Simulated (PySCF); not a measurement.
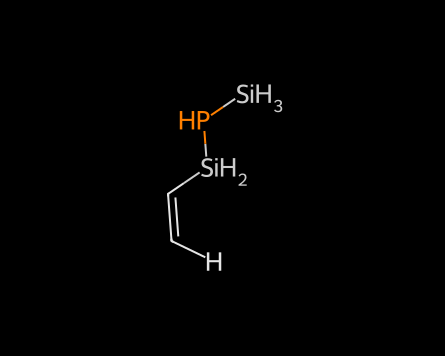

The species is neutral and a spin doublet. Computed geometry: GFN2-xTB optimisation. No frequency run is at hand to confirm it as a minimum. Method: UKS B3LYP, pcH-1 on C H P Si, non-relativistic (PySCF 2.14.0).

Computed properties:

The species is C2H8PSi2 (`[H]/[C]=C\[SiH2]P[SiH3]`).
- ⟨S²⟩ of the determinant: 0.758
- isotropic g value: 2.00224

The geometry is semi-empirical. Around P, Si such bond lengths and angles can be off by a tenth of an ångström or more and by several degrees, and values that hang on the shape move with them.
